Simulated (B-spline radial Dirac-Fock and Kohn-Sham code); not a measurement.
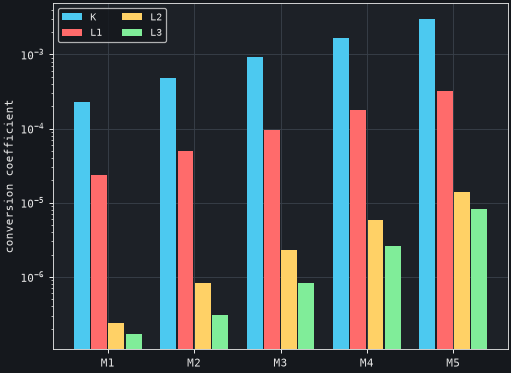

Fig. 1. Internal conversion coefficients by shell for magnetic multipoles at a transition energy of 1280 keV (K and L shells). Species: bromine (Z = 35). Computed with a B-spline radial atomic code: a Dirac–Hartree–Slater potential of the neutral atom, no hole, surface-current nucleus.

Describe what the figure shows.

The shells shown sum to 2.51 × 10⁻⁴ (M1), 5.31 × 10⁻⁴ (M2), 0.00101 (M3), 0.00185 (M4), 0.00333 (M5). The largest bar is K for M1, K for M2, K for M3, K for M4, K for M5.
